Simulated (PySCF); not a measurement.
# P: excitation energy in dyall-acv3z

Wanted: the excitation energy of phosphorus, up a ladder of methods.

The numbers are computed with PySCF 2.14.0 (unrestricted determinants in a Gaussian basis, no spin-orbit coupling in the energies), except any that are marked as measured or tabulated.

## 1. Starting point

- Element: phosphorus (Z = 15)
- Basis: dyall-acv3z (19s12p6d4f, 113 functions)
- Hamiltonian: no relativity, point nucleus
- State 1: P: [Ne] 3s1 3p4, high-spin 4P determinant (an excited configuration)
- Needed too, but not shown: P [Ne] 3s2 3p3 (4S)
- Methods: UHF, LDA, PBE, PBE0, r2SCAN, TPSS, M06-2X, MN15, MP2
- Core shells frozen in the correlated runs: valence: [Ne]; valence and next inner shell: 1s2 (for P)

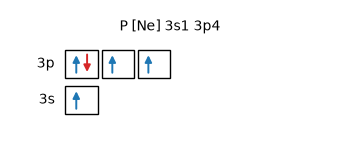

Occupation of the outer shells (arrows by Hund's rule).

The runs were made by one driver on top of PySCF. The scripts below sum up each run's settings (the driver also hands on starting orbitals that pick excited configurations, and frozen orbitals as a list rather than a count), and the logs come from the driver's own runs. The driver starts from symmetry-adapted Hartree-Fock orbitals, holds the occupation by maximum overlap and uses a logarithmic radial grid for functionals, so a plain start would take other cycles.

The integrals over 113 functions and the set-up took 0.34 s of CPU time.

## 2. P [Ne] 3s1 3p4

#### UHF

File input.py:

```python
from pyscf import gto, scf, dft, mp, cc
import basis_set_exchange as bse
mol = gto.M(atom="P 0 0 0", charge=0, spin=3, symmetry="D2h",
            basis=gto.basis.parse(bse.get_basis("dyall-acv3z", elements=["P"], fmt="nwchem")))
mf = scf.UHF(mol)
mf.irrep_nelec = {'Ag': (3, 2), 'B1u': (2, 1), 'B2u': (2, 2), 'B3u': (2, 1)}
mf.kernel()
```

#### LDA

input.py, as changed from the run before:

```diff
@@ -4,3 +4,3 @@
             basis=gto.basis.parse(bse.get_basis("dyall-acv3z", elements=["P"], fmt="nwchem")))
-mf = scf.UHF(mol)
+mf = dft.UKS(mol, xc="LDA,VWN")
 mf.irrep_nelec = {'Ag': (3, 2), 'B1u': (2, 1), 'B2u': (2, 2), 'B3u': (2, 1)}
```

#### PBE

input.py, as changed from the run before:

```diff
@@ -4,3 +4,3 @@
             basis=gto.basis.parse(bse.get_basis("dyall-acv3z", elements=["P"], fmt="nwchem")))
-mf = dft.UKS(mol, xc="LDA,VWN")
+mf = dft.UKS(mol, xc="PBE")
 mf.irrep_nelec = {'Ag': (3, 2), 'B1u': (2, 1), 'B2u': (2, 2), 'B3u': (2, 1)}
```

#### PBE0

input.py, as changed from the run before:

```diff
@@ -4,3 +4,3 @@
             basis=gto.basis.parse(bse.get_basis("dyall-acv3z", elements=["P"], fmt="nwchem")))
-mf = dft.UKS(mol, xc="PBE")
+mf = dft.UKS(mol, xc="PBE0")
 mf.irrep_nelec = {'Ag': (3, 2), 'B1u': (2, 1), 'B2u': (2, 2), 'B3u': (2, 1)}
```

#### r2SCAN

input.py, as changed from the run before:

```diff
@@ -4,3 +4,3 @@
             basis=gto.basis.parse(bse.get_basis("dyall-acv3z", elements=["P"], fmt="nwchem")))
-mf = dft.UKS(mol, xc="PBE0")
+mf = dft.UKS(mol, xc="R2SCAN")
 mf.irrep_nelec = {'Ag': (3, 2), 'B1u': (2, 1), 'B2u': (2, 2), 'B3u': (2, 1)}
```

#### TPSS

input.py, as changed from the run before:

```diff
@@ -4,3 +4,3 @@
             basis=gto.basis.parse(bse.get_basis("dyall-acv3z", elements=["P"], fmt="nwchem")))
-mf = dft.UKS(mol, xc="R2SCAN")
+mf = dft.UKS(mol, xc="TPSS")
 mf.irrep_nelec = {'Ag': (3, 2), 'B1u': (2, 1), 'B2u': (2, 2), 'B3u': (2, 1)}
```

#### M06-2X

input.py, as changed from the run before:

```diff
@@ -4,3 +4,3 @@
             basis=gto.basis.parse(bse.get_basis("dyall-acv3z", elements=["P"], fmt="nwchem")))
-mf = dft.UKS(mol, xc="TPSS")
+mf = dft.UKS(mol, xc="M062X")
 mf.irrep_nelec = {'Ag': (3, 2), 'B1u': (2, 1), 'B2u': (2, 2), 'B3u': (2, 1)}
```

#### MN15

input.py, as changed from the run before:

```diff
@@ -4,3 +4,3 @@
             basis=gto.basis.parse(bse.get_basis("dyall-acv3z", elements=["P"], fmt="nwchem")))
-mf = dft.UKS(mol, xc="M062X")
+mf = dft.UKS(mol, xc="MN15")
 mf.irrep_nelec = {'Ag': (3, 2), 'B1u': (2, 1), 'B2u': (2, 2), 'B3u': (2, 1)}
```

#### MP2 (valence)

input.py, as changed from the run before:

```diff
@@ -4,4 +4,5 @@
             basis=gto.basis.parse(bse.get_basis("dyall-acv3z", elements=["P"], fmt="nwchem")))
-mf = dft.UKS(mol, xc="MN15")
+mf = scf.UHF(mol)
 mf.irrep_nelec = {'Ag': (3, 2), 'B1u': (2, 1), 'B2u': (2, 2), 'B3u': (2, 1)}
 mf.kernel()
+mp.UMP2(mf, frozen=5).kernel()
```

## 3. P [Ne] 3s1 3p4, continued

#### MP2 (valence and next inner shell)

Edit input.py of step 2 so:

```diff
@@ -7,2 +7,2 @@
 mf.kernel()
-mp.UMP2(mf, frozen=5).kernel()
+mp.UMP2(mf, frozen=1).kernel()
```

Before running it: what results should come out?

The runs gave:

| quantity | value |
| --- | --- |
| excitation energy, P → [Ne] 3s1 3p4 | UHF 7.892, MP2 (valence and next inner shell) 8.142 eV; reference 7.395 |

Accuracy by level (over 1 difference):

| method | mean absolute miss against the measured value (with the measured fine structure taken into account where it is known) (eV) |
| --- | --- |
| UHF | 0.497 |
| LDA | 0.606 |
| PBE | 0.508 |
| PBE0 | 0.602 |
| r2SCAN | 0.192 |
| TPSS | 0.461 |
| M06-2X | 0.690 |
| MN15 | 0.316 |
| MP2 (valence) | 0.638 |
| SCS-MP2 (valence) | 0.670 |
| MP2 (valence and next inner shell) | 0.748 |
| SCS-MP2 (valence and next inner shell) | 0.751 |

What this shows: Against experiment r2SCAN comes closest (off by 0.19 eV) and SCS-MP2 (valence and next inner shell) is farthest (0.75 eV). PBE is off by +0.51 eV. All values hold for this basis alone; no basis-set limit was taken.
